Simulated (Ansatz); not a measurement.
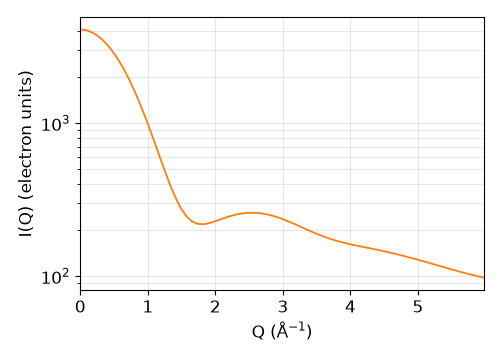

Elastic X-ray scattering of a randomly oriented, rigid molecule, calculated with the Debye equation from neutral-atom form factors (independent atoms, no Compton part, no vibration). The geometry is the end point of an optimisation (RKS revPBE-D4/6-31G in Ansatz 0.2.0); it may be a saddle point or a higher isomer. It contains C, Si, N, O, H.

Question: How many electrons does the independent-atom model of the molecule hold?

Answer: I(0) is the square of the electron number: I(0) = 4090, so about 64 electrons, the count of C2H9NOSi2.

Question: What radius of gyration does the initial fall-off give?

Answer: From I(Q) ≈ I(0) exp(−Q²R²/3) at small Q, R ≈ 2.08 Å. It is larger than the electron-weighted radius of the nuclear positions alone (1.93 Å), because each atom's electron cloud adds to it.
